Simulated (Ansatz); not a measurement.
**Two runs on CH7As**

System: CH7As.
Method of run A: RKS r2SCAN-D4/def2-TZVPPD (Ansatz 0.2.0).

The geometry comes from this level: PBE0-D4/def2-TZVP. Text and figures count atoms from 1; the logs count them from 0 in places.

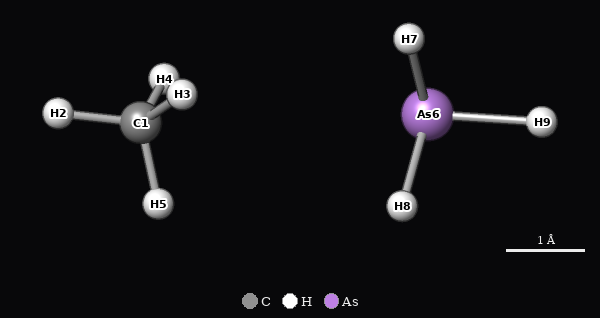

Fig. 1: The input geometry (ball-and-stick view, seen on its broad side; atoms are numbered from 1 in the order of the input).

Input, run A:
```yaml
crystal:
  periodic: [false, false, false]
  atoms:
    - {symbol: C, position_ang: [-0.136128, -0.226913, -1.740036]}
    - {symbol: H, position_ang: [-0.061063, -0.374569, -2.817025]}
    - {symbol: H, position_ang: [0.748550, 0.301197, -1.384735]}
    - {symbol: H, position_ang: [-0.207302, -1.195298, -1.245209]}
    - {symbol: H, position_ang: [-1.025582, 0.361374, -1.515715]}
    - {symbol: As, position_ang: [-0.159966, -0.249110, 2.075024]}
    - {symbol: H, position_ang: [1.282683, -0.051711, 1.634318]}
    - {symbol: H, position_ang: [-0.567879, 1.113809, 1.536495]}
    - {symbol: H, position_ang: [0.126787, 0.321319, 3.456883]}
basis:
  gaussian: {orbitals: "def2-TZVPPD.json"}
hamiltonian: {xc: r2scan, dispersion: d4}
```

Command:
```bash
ansatz run in.yaml --threads 4 --pin off --events-out ev --progress --plain --max-ram 9574MiB
```

Hardware: 4 threads of AMD EPYC, 15 GiB of memory available, shared host.

Output (run A):
```
Functional definition: r2SCAN
  parameter k0 = 0.174
  parameter k1 = 0.065
  parameter a1 = 4.9479
  exchange = r2scan_x(k0 = k0, k1 = k1, a1 = a1)
  correlation = r2scan_c
994 factors; their error is unknown
mean field evaluation 1: about -61985.2832 eV, gradient 5.4e1 eV
mean field evaluation 2: about -61982.4072 eV, gradient 5.9e1 eV
mean field evaluation 4: about -61991.6982 eV, gradient 8.9e-1 eV
mean field evaluation 8: about -61991.7017 eV, gradient 1.8e-2 eV
mean field evaluation 16: about -61991.6766 eV, gradient 4.5e-5 eV
mean field -61991.67657113 eV, -2278.1520945214 hartree, gradient 4.5e-5 eV, S^2 0.000000; 0 other end points of the search recorded, 0 dependent functions left out
reference -61991.67658285 eV, -2278.1520949520 hartree; 23, 23 occupied and 187, 187 virtual orbitals, 994 factors
Total energy: -61991.70220347 eV, -2278.1530364926 hartree
```

For run B the input was changed thus:
```diff
-    - {symbol: As, position_ang: [-0.159966, -0.249110, 2.075024]}
-    - {symbol: H, position_ang: [1.282683, -0.051711, 1.634318]}
-    - {symbol: H, position_ang: [-0.567879, 1.113809, 1.536495]}
-    - {symbol: H, position_ang: [0.126787, 0.321319, 3.456883]}
+    - {symbol: As, position_ang: [-0.124518, -0.190118, 2.527646]}
+    - {symbol: H, position_ang: [1.318131, 0.007281, 2.086939]}
+    - {symbol: H, position_ang: [-0.532430, 1.172801, 1.989117]}
+    - {symbol: H, position_ang: [0.162235, 0.380312, 3.909505]}
```

Predict how the results change.

With the same method and basis, run B lies 0.19 kcal/mol higher.

Output (run B):
```
Functional definition: r2SCAN
  parameter k0 = 0.174
  parameter k1 = 0.065
  parameter a1 = 4.9479
  exchange = r2scan_x(k0 = k0, k1 = k1, a1 = a1)
  correlation = r2scan_c
994 factors; their error is unknown
mean field evaluation 1: about -61985.2545 eV, gradient 5.4e1 eV
mean field evaluation 2: about -61982.4770 eV, gradient 5.9e1 eV
mean field evaluation 4: about -61991.6925 eV, gradient 7.9e-1 eV
mean field evaluation 8: about -61991.6960 eV, gradient 1.7e-2 eV
mean field evaluation 16: about -61991.6708 eV, gradient 3.5e-5 eV
mean field -61991.67080153 eV, -2278.1518824926 hartree, gradient 3.4e-5 eV, S^2 0.000000; 0 other end points of the search recorded, 0 dependent functions left out
reference -61991.67081362 eV, -2278.1518829370 hartree; 23, 23 occupied and 187, 187 virtual orbitals, 994 factors
Total energy: -61991.69403971 eV, -2278.1527364800 hartree
```

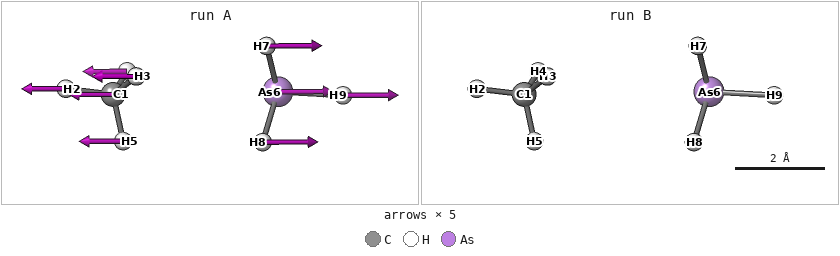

Fig. 2: The two input geometries at one scale (ball-and-stick view, seen on its broad side). The pink arrows on the first give the shifts of the atoms after the best rigid fit, magnified 5 times. The largest moves after the best rigid fit, 0.25 Å, are those of As6, H7, H8 and H9. By element the largest moves are H 0.25 Å, As 0.25 Å, C 0.20 Å.

The two runs side by side:

| quantity | run A | run B |
| --- | --- | --- |
| outcome | converged | converged |
| total energy (hartree) | −2278.153036 | −2278.152736 |
| basis functions | 210 | 210 |
| wall time (shared host) | 0.75 s | 0.75 s |
